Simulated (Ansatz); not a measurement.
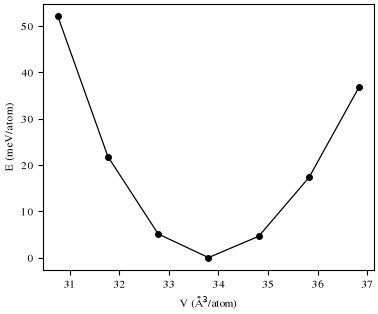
*BiTe (rock salt, Fm-3m) under volume change, r²SCAN in the plane-wave PAW code Ansatz, scaled uniformly.*

Task: What does a third-order Birch–Murnaghan fit give for V₀, B₀ and B′?

Result: V₀ = 33.80 Å³/atom, B₀ = 51.0 GPa, B′ = 4.7.

The workflow started from an entry of the Crystallography Open Database (COD), which files this formula under 2 space groups. Whether it is the stable phase at ambient conditions was not checked. The cell was relaxed with r²SCAN under the symmetry of its start; whether a distortion lowers the energy is not shown. Spin–orbit coupling is left out wherever it is not named.

Potentials: the later of the program's two PAW sets.
